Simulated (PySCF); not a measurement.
# 4-Methyloxazole: geometry, NMR shifts, spin-spin couplings and electronic excitations, part 2 of 2

PySCF 2.14.0. Atoms count from 0.

## (4) J couplings: B3LYP/pcJ-1

The job: settings as JSON, then the geometry in Å.

```
{"job": {"kind": "j", "xc": "B3LYP", "basis": "pcJ-1"}, "charge": 0, "multiplicity": 1}
C     -1.659200    -0.150329     0.256200
C     -0.189888    -0.046760     0.029749
C      0.616608     1.051303    -0.031500
O      1.886976     0.629775    -0.253798
C      1.796887    -0.705272    -0.318305
N      0.602278    -1.166039    -0.159526
H     -1.941432     0.183964     1.266506
H     -1.963155    -1.199327     0.147647
H     -2.228540     0.452465    -0.466964
H      0.459071     2.122273     0.056091
H      2.718445    -1.257543    -0.495197
```

Level: B3LYP/pcJ-1 indirect spin-spin coupling, non-relativistic, gas phase.

Output:

```text
coarse grid: 9592 points
cycle   1  E = -285.2838597575  dE =  1.036e+00  |g| = 5.409e-01  |ddm| = 2.939e+00
cycle   2  E = -285.2260063584  dE =  5.785e-02  |g| = 7.815e-01  |ddm| = 8.967e-01
cycle   3  E = -285.3413073198  dE = -1.153e-01  |g| = 8.255e-02  |ddm| = 5.087e-01
cycle   4  E = -285.3423668495  dE = -1.060e-03  |g| = 4.100e-02  |ddm| = 7.173e-02
cycle   5  E = -285.3426860665  dE = -3.192e-04  |g| = 1.600e-02  |ddm| = 3.338e-02
cycle   6  E = -285.3427288092  dE = -4.274e-05  |g| = 5.998e-03  |ddm| = 1.322e-02
cycle   7  E = -285.3427357183  dE = -6.909e-06  |g| = 1.346e-03  |ddm| = 4.402e-03
final grid: 93896 points
cycle   8  E = -285.4008795522  dE = -1.147e-04  |g| = 7.254e-03  |ddm| = 1.679e-02
cycle   9  E = -285.4008556478  dE =  2.390e-05  |g| = 1.277e-02  |ddm| = 1.311e-02
cycle  10  E = -285.4008887223  dE = -3.307e-05  |g| = 2.156e-03  |ddm| = 9.545e-03
cycle  11  E = -285.4008896648  dE = -9.425e-07  |g| = 5.773e-04  |ddm| = 1.767e-03
cycle  12  E = -285.4008897243  dE = -5.947e-08  |g| = 2.430e-04  |ddm| = 4.414e-04
cycle  13  E = -285.4008897363  dE = -1.205e-08  |g| = 2.453e-05  |ddm| = 1.685e-04
cycle  14  E = -285.4008897364  dE = -1.022e-10  |g| = 1.166e-05  |ddm| = 2.357e-05
converged SCF energy = -285.4008897364

Indirect spin-spin couplings (Hz)
  i      j    bonds     total        FC       PSO       DSO        SD
  0 C    1 C    1     60.248    61.006    -1.003     0.244         -
  0 C    2 C    2     10.447    10.697    -0.227    -0.022         -
  0 C    3 O    3      0.395     0.225     0.115     0.055         -
  0 C    4 C    3      7.044     7.078     0.068    -0.103         -
  0 C    5 N    2     -8.918    -9.095     0.192     0.004    -0.018
  0 C    6 H    1    133.747   131.912     1.220     0.616         -
  0 C    7 H    1    136.862   135.207     1.028     0.627         -
  0 C    8 H    1    133.500   131.661     1.223     0.615         -
  0 C    9 H    3      0.412     0.439     0.122    -0.150         -
  0 C   10 H    4     -0.153    -0.119     0.383    -0.418         -
  1 C    2 C    1     76.700    84.723    -8.330     0.308         -
  1 C    3 O    2     -1.105    -2.215     1.100     0.010         -
  1 C    4 C    2     -1.866    -1.982     0.110     0.006         -
  1 C    5 N    1      3.084    -0.394     4.000    -0.111    -0.410
  1 C    6 H    2     -6.106    -6.098     0.014    -0.022         -
  1 C    7 H    2     -8.295    -8.200    -0.101     0.006         -
  1 C    8 H    2     -5.265    -5.222    -0.019    -0.025         -
  1 C    9 H    2     15.788    16.794    -0.577    -0.430         -
  1 C   10 H    3      9.302     9.521     0.441    -0.659         -
  2 C    3 O    1     23.585    17.219     6.499    -0.133         -
  2 C    4 C    2      4.076     4.466    -0.366    -0.024         -
  2 C    5 N    2      1.485     0.783     0.202     0.012     0.488
  2 C    6 H    3      3.161     3.323    -0.107    -0.056         -
  2 C    7 H    3      9.592     9.563     0.461    -0.432         -
  2 C    8 H    3      3.139     3.330    -0.180    -0.011         -
  2 C    9 H    1    214.395   213.567    -0.202     1.030         -
  2 C   10 H    3      3.931     4.176     0.493    -0.738         -
  3 O    4 C    1     34.644    26.036     8.747    -0.140         -
  3 O    5 N    2     -3.428    -0.573    -2.967    -0.018     0.129
  3 O    6 H    4     -0.236    -0.310    -0.102     0.176         -
  3 O    9 H    2    -21.551   -22.359     0.646     0.163         -
  3 O   10 H    2    -27.166   -28.304     0.960     0.178         -
  4 C    5 N    1     -0.042    -4.555     6.104    -0.097    -1.493
  4 C    6 H    4     -0.991    -0.928     0.297    -0.360         -
  4 C    7 H    4     -0.419    -0.460     0.373    -0.331         -
  4 C    8 H    4     -0.694    -0.623     0.302    -0.372         -
  4 C    9 H    3      8.892     9.055     0.557    -0.720         -
  4 C   10 H    1    239.992   239.220    -0.344     1.116         -
  5 N    6 H    3     -1.554    -1.643    -0.012     0.111    -0.011
  5 N    7 H    3     -2.716    -2.907     0.283    -0.091    -0.001
  5 N    8 H    3     -2.496    -2.590    -0.029     0.131    -0.008
  5 N    9 H    3     -0.744    -0.954    -0.094     0.272     0.033
  5 N   10 H    2    -14.806   -15.418     0.431     0.219    -0.039
  6 H    7 H    2    -15.741   -15.808     2.619    -2.552         -
  6 H    8 H    2    -17.803   -17.919     2.669    -2.552         -
  6 H    9 H    4     -2.417    -2.335     0.160    -0.241         -
  6 H   10 H    5      0.538     0.643     1.325    -1.430         -
  7 H    8 H    2    -15.095   -15.153     2.640    -2.582         -
  7 H    9 H    4     -0.435    -0.346     1.646    -1.735         -
  7 H   10 H    5      0.494     0.573     1.132    -1.211         -
  8 H    9 H    4     -1.963    -1.893    -0.045    -0.025         -
  8 H   10 H    5      0.599     0.706     1.361    -1.467         -
  9 H   10 H    4      1.006     1.165     2.325    -2.484         -
```

It took 11 s on 1 thread of AMD EPYC 9B45, shared host; peak memory 0.9 GiB.

A choice of the couplings up to four bonds, sorted by the number of bonds, with means over like pairs; isotopes 13C, 1H, 15N, 17O:

```
  pair  bonds  J (Hz)  Fermi contact (Hz)  dihedral (°)
C4–H10      1   240.0               239.2             –
 C2–H9      1   214.4               213.6             –
 C0–H6      1   134.7               132.9             –
 C1–C2      1    76.7                84.7             –
 C0–C1      1    60.2                61.0             –
 O3–C4      1    34.6                26.0             –
 C2–O3      1    23.6                17.2             –
 C1–N5      1     3.1                -0.4             –
O3–H10      2   -27.2               -28.3             –
 O3–H9      2   -21.6               -22.4             –
 H6–H7      2   -16.2               -16.3             –
 C1–H9      2    15.8                16.8             –
N5–H10      2   -14.8               -15.4             –
 C0–C2      2    10.4                10.7             –
 C0–N5      2    -8.9                -9.1             –
 C1–H6      2    -6.6                -6.5             –
 C2–C4      2     4.1                 4.5             –
C1–H10      3     9.3                 9.5          -180
 C4–H9      3     8.9                 9.1           180
 C0–C4      3     7.0                 7.1          -180
 C2–H6      3     5.3                 5.4             –
C2–H10      3     3.9                 4.2           180
 N5–H6      3    -2.3                -2.4             –
 H6–H9      4    -1.6                -1.5             –
H9–H10      4     1.0                 1.2             –
```

The spin-dipole term was solved for some atoms only; pairs without it lack that part.

The response was solved for the nuclei of C, H, N alone, so couplings that need other nuclei can be missing.

Quadrupole couplings from the field gradients of the same density:

```
atom  isotope  eQq/h (MHz)     η
  O3      17O       -8.172  0.08
  N5      14N       -4.542  0.15
```

Shifts (PBE0/pcSseg-1, scaled to CDCl3) and these couplings together give the proton spectrum at 300 MHz below. H–H couplings in it are scaled by factors fitted to measured ones, so they differ from the table.

1H NMR δ 7.30 (d, J = 1.0 Hz, 1H), 7.25 (quint, J = 1.5 Hz, 1H), 2.46 (d, J = 1.6 Hz, 3H).

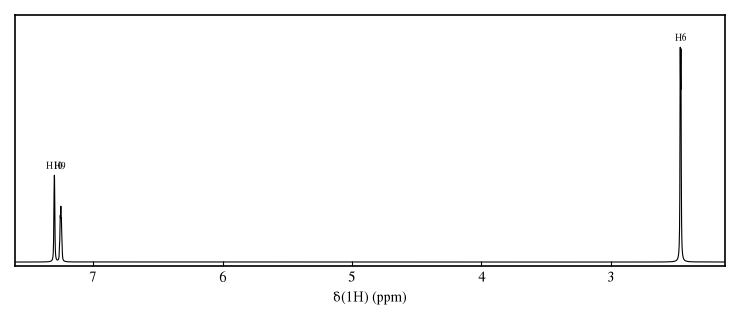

Simulated proton spectrum at 300 MHz, by exact diagonalisation of each spin system; lines 1.2 Hz wide, exchangeable protons uncoupled.

## (5) Ultraviolet spectrum: CAM-B3LYP/def2-SVPD

Same as in step 4 but for these lines:

```diff
@@ -1,2 +1,2 @@
-{"job": {"kind": "j", "xc": "B3LYP", "basis": "pcJ-1"}, "charge": 0, "multiplicity": 1}
+{"job": {"kind": "uv", "xc": "CAM-B3LYP", "basis": "def2-SVPD", "ip": true}, "charge": 0, "multiplicity": 1}
 C     -1.659200    -0.150329     0.256200
```

Level: TDDFT CAM-B3LYP/def2-SVPD, vertical, gas phase, core orbitals frozen in the response.

Output:

```text
coarse grid: 9592 points
cycle   1  E = -284.9476653927  dE =  1.219e+00  |g| = 5.038e-01  |ddm| = 5.415e+00
cycle   2  E = -284.9399743907  dE =  7.691e-03  |g| = 5.891e-01  |ddm| = 2.052e+00
cycle   3  E = -285.0048515011  dE = -6.488e-02  |g| = 4.096e-02  |ddm| = 1.125e+00
cycle   4  E = -285.0052130549  dE = -3.616e-04  |g| = 1.753e-02  |ddm| = 1.148e-01
cycle   5  E = -285.0052793680  dE = -6.631e-05  |g| = 6.164e-03  |ddm| = 4.541e-02
cycle   6  E = -285.0052880273  dE = -8.659e-06  |g| = 2.611e-03  |ddm| = 1.361e-02
final grid: 93896 points
cycle   7  E = -285.0626073135  dE = -2.725e-05  |g| = 2.977e-03  |ddm| = 7.093e-02
cycle   8  E = -285.0626066830  dE =  6.305e-07  |g| = 3.590e-03  |ddm| = 1.238e-02
cycle   9  E = -285.0626092896  dE = -2.607e-06  |g| = 6.738e-04  |ddm| = 6.918e-03
cycle  10  E = -285.0626093844  dE = -9.475e-08  |g| = 1.396e-04  |ddm| = 1.307e-03
cycle  11  E = -285.0626093888  dE = -4.374e-09  |g| = 6.627e-05  |ddm| = 3.503e-04
cycle  12  E = -285.0626093896  dE = -8.794e-10  |g| = 6.045e-06  |ddm| = 1.285e-04
converged SCF energy = -285.0626093896

Static polarisability (au): isotropic 54.203, principal 38.341 57.559 66.709

Singlet excitations
state   eV       nm        f      main configurations
  1   6.2068    199.8   0.12351   H->L 0.96
  2   6.5474    189.4   0.00279   H-1->L 0.93
  3   6.7816    182.8   0.00202   H->L+1 0.93
  4   7.3362    169.0   0.05533   H->L+4 0.70, H-2->L 0.25
  5   7.4700    166.0   0.00040   H->L+2 0.87
  6   7.8166    158.6   0.00934   H->L+3 0.82, H->L+5 0.12
  7   8.0694    153.6   0.00025   H-1->L+4 0.70, H->L+5 0.16
  8   8.0884    153.3   0.01408   H->L+5 0.60, H-1->L+4 0.19
  9   8.4022    147.6   0.38601   H-2->L 0.67, H->L+4 0.23
 10   8.5064    145.8   0.05240   H-1->L+1 0.80

Triplet excitations (Tamm-Dancoff, eV): 4.0962 5.6550 5.9527 6.5199
Vertical ionisation energy (delta-SCF) = 9.2462 eV
```

Run time: 20 s. Hardware: 1 thread of AMD EPYC 9B45, shared host; peak memory 0.75 GiB.

Frontier orbitals and where they lie:

```
orbital      eV                      atoms
 HOMO−3  -12.11  C0 29 %, H7 17 %, O3 17 %
 HOMO−2  -10.54  N5 40 %, O3 25 %, C4 13 %
 HOMO−1   -9.89   N5 67 %, C1 10 %, C4 9 %
   HOMO   -8.34  C2 32 %, C1 23 %, C4 17 %
   LUMO    0.92  C4 22 %, O3 21 %, C2 17 %
 LUMO+1    1.42  C0 20 %, C2 19 %, C4 12 %
 LUMO+2    1.89  C4 21 %, O3 20 %, C0 16 %
```

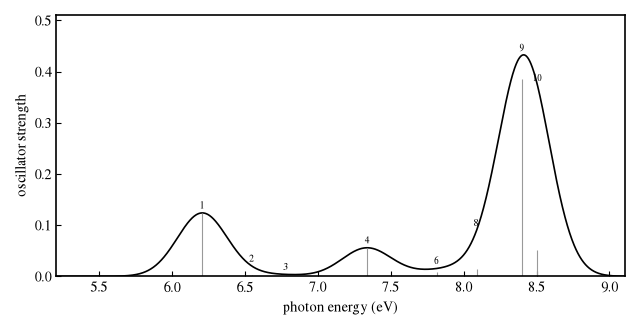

Absorption spectrum from the 10 singlet states computed; above the last one it falls off for lack of states. Lines are broadened to a width of 0.40 eV (Gaussian).

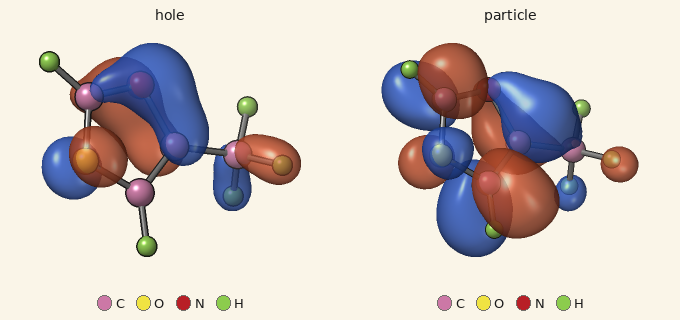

Leading natural transition orbitals of singlet state 9: the electron leaves the hole (left) for the particle orbital (right).

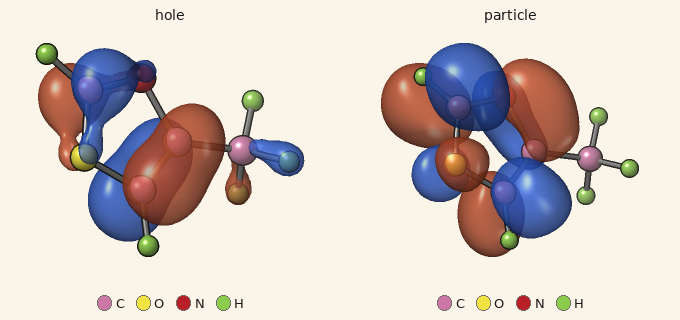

Leading natural transition orbitals of singlet state 1: the electron leaves the hole (left) for the particle orbital (right).

Further results of this job:

```
           property  computed
  dipole moment (D)      1.43
polarisability (Å³)      8.03
 HOMO–LUMO gap (eV)      9.26
      −ε(HOMO) (eV)      8.34
```

## (6) Nuclear shieldings: KT2/pcSseg-2

Same as in step 5 but for these lines:

```diff
@@ -1,2 +1,2 @@
-{"job": {"kind": "uv", "xc": "CAM-B3LYP", "basis": "def2-SVPD", "ip": true}, "charge": 0, "multiplicity": 1}
+{"job": {"kind": "nmr", "xc": "KT2", "basis": "pcSseg-2", "pop": false}, "charge": 0, "multiplicity": 1}
 C     -1.659200    -0.150329     0.256200
```

With the program's defaults for keys left out, this is: GIAO KT2/pcSseg-2 NMR shielding, non-relativistic, gas phase.

Output:

```text
coarse grid: 9592 points
cycle   1  E = -290.1420913875  dE =  9.410e-01  |g| = 6.272e-01  |ddm| = 2.539e+00
cycle   2  E = -289.9776463332  dE =  1.644e-01  |g| = 1.086e+00  |ddm| = 1.302e+00
cycle   3  E = -290.2215258289  dE = -2.439e-01  |g| = 1.395e-01  |ddm| = 8.483e-01
cycle   4  E = -290.2249944214  dE = -3.469e-03  |g| = 5.989e-02  |ddm| = 1.287e-01
cycle   5  E = -290.2256103004  dE = -6.159e-04  |g| = 3.241e-02  |ddm| = 5.843e-02
cycle   6  E = -290.2258524195  dE = -2.421e-04  |g| = 9.525e-03  |ddm| = 3.012e-02
cycle   7  E = -290.2258693498  dE = -1.693e-05  |g| = 3.899e-03  |ddm| = 7.938e-03
cycle   8  E = -290.2258729473  dE = -3.598e-06  |g| = 6.090e-04  |ddm| = 2.846e-03
final grid: 93896 points
cycle   9  E = -290.2453136165  dE = -4.745e-04  |g| = 8.554e-03  |ddm| = 2.217e-01
cycle  10  E = -290.2453029829  dE =  1.063e-05  |g| = 1.009e-02  |ddm| = 1.756e-02
cycle  11  E = -290.2453279792  dE = -2.500e-05  |g| = 2.559e-03  |ddm| = 1.024e-02
cycle  12  E = -290.2453289739  dE = -9.947e-07  |g| = 1.544e-03  |ddm| = 2.559e-03
cycle  13  E = -290.2453295166  dE = -5.426e-07  |g| = 4.915e-04  |ddm| = 1.265e-03
cycle  14  E = -290.2453295626  dE = -4.602e-08  |g| = 1.747e-04  |ddm| = 4.603e-04
cycle  15  E = -290.2453295687  dE = -6.127e-09  |g| = 4.613e-05  |ddm| = 1.228e-04
cycle  16  E = -290.2453295692  dE = -5.075e-10  |g| = 9.534e-06  |ddm| = 3.802e-05
converged SCF energy = -290.2453295692

GIAO shielding tensors (ppm)
atom      isotropic    diamagn.    paramagn.     s11        s22        s33       span
  0 C      169.754     238.165     -68.412    159.187    160.132    189.942     30.756
  1 C       44.547     257.646    -213.099    -29.626     44.780    118.486    148.112
  2 C       48.356     259.217    -210.861    -26.587     59.592    112.064    138.651
  3 O        2.583     388.416    -385.833   -137.100    -44.604    189.453    326.553
  4 C       36.450     256.757    -220.307    -28.891     52.020     86.221    115.112
  5 N      -26.911     319.796    -346.707   -188.817    -87.849    195.933    384.750
  6 H       28.904      28.717       0.188     24.716     27.141     34.855     10.139
  7 H       28.817      28.692       0.126     24.265     28.078     34.109      9.844
  8 H       28.902      28.833       0.069     24.507     27.503     34.696     10.189
  9 H       23.646      31.543      -7.898     21.722     23.118     26.098      4.376
 10 H       23.627      28.381      -4.754     20.196     24.412     26.273      6.077
```

Run time: 29 s. Hardware: 1 thread of AMD EPYC 9B45, shared host; peak memory 0.85 GiB.

In short: δ C4 145.8, C1 137.7, C2 133.9, C0 12.5, H10 7.55, H9 7.53 ppm.

## (7) Run by run: NMR shifts

Shifts (ppm) of some atoms, chosen among heavy atoms and hydrogens apart, with basis size and wall time:

```
          run     C4     C1     C2   H10    H9     O3     N5  functions   time
PBE0/pcSseg-1  152.7  142.2  139.7  7.47  7.43  331.5  305.5        127  7.4 s
 KT2/pcSseg-2  145.8  137.7  133.9  7.55  7.53  321.8  287.0        286   29 s
```

## (8) Results

This closing draws on all 2 parts.

| quantity | value |
| --- | --- |
| point group | C1 |
| rotational constants (main isotopes) | 9.36, 3.54, 2.61 GHz |
| 13C shifts against TMS (PBE0/pcSseg-1) | 152.7, 142.2, 139.7, 13.0 ppm |
| 1H shifts against TMS (PBE0/pcSseg-1, means over atoms taken as alike) | 7.47, 7.43, 2.36 ppm |
| 17O shifts against H2O (PBE0/pcSseg-1) | 331.5 ppm |
| 15N shifts against NH3 (PBE0/pcSseg-1) | 305.5 ppm |
| surface potential, 1st and 99th percentile | -1.74 V and 1.32 V |
| largest coupling of the table (B3LYP/pcJ-1) | 1J(C,H) C4–H10, 240.0 Hz |
| lowest singlet (CAM-B3LYP/def2-SVPD) | 6.21 eV (200 nm), f = 0.124 |
| brightest single state of those computed | state 9, 8.40 eV, f = 0.386 |
| lowest triplet | 4.10 eV |
| vertical ionisation energy (ΔSCF) | 9.25 eV |
| range of the shift of N5 | 287.0 to 305.5 ppm |

What this shows: The start was shaken at random, so part of the energy gained undoes that. Over 8 steps the energy fell by 0.946 eV; of the close pairs, C2–O3 changed most, 1.509 to 1.357 Å. No frequency check was run at this level, so the end point may be a saddle. At PBE0/pcSseg-1: Shielding is most anisotropic at N5 (span 434 ppm, paramagnetic term -368 ppm). NICS(1)zz of -28 ppm above the planar ring from C1 marks a diatropic (aromatic) ring current. Of the pairs tabulated at B3LYP/pcJ-1, C4–H10 couples most strongly (240.0 Hz; Fermi contact 239.2 Hz). The lowest singlet, at 6.21 eV, is HOMO→LUMO 0.96 and is bright; of the 10 states computed, the strongest absorption comes from state 9 at 8.40 eV. The lowest triplet lies 2.11 eV below the lowest singlet (triplets in Tamm-Dancoff, singlets in full TDDFT). The orbital energy would give 8.34 eV for ionisation, ΔSCF gives 9.25 eV. In ppm, N5 moves most: its shift spreads over 18.4 ppm, from 287.0 (KT2/pcSseg-2) to 305.5 (PBE0/pcSseg-1). Part of that comes from the computed reference.
